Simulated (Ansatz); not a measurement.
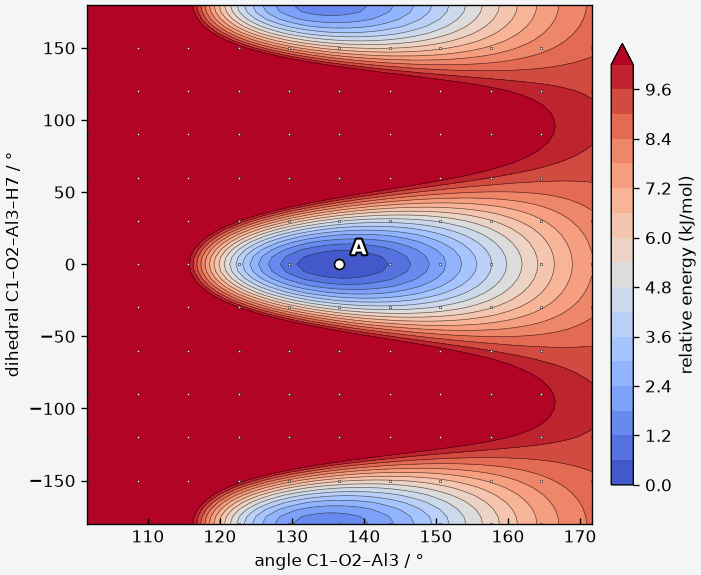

CH5AlO, SMILES C[O][AlH2]. The first coordinate is: angle C1–O2–Al3; the second: dihedral C1–O2–Al3–H7. Nothing is relaxed (all other coordinates rigid). The scan uses an 11 × 12 grid. Energies: kJ/mol, counted from the lowest grid point. Computed with RKS PBE-D4/def2-SVP in Ansatz.

Drawn: filled contours, dots at the grid points, one colour for all values above the top of the scale, the well A. Between grid points the surface is interpolated.

**Estimate the position of the minimum and the force constants in these coordinates. Take the well at A.**

The interpolated minimum is at angle C1–O2–Al3 ≈ 136.6°, dihedral C1–O2–Al3–H7 ≈ 0°. The curvatures there are about 1 eV/rad² and 0.41 eV/rad², with a cross term of about 0 eV/rad². Round the minimum the two coordinates are nearly uncoupled. (1 eV is 96.5 kJ/mol.)
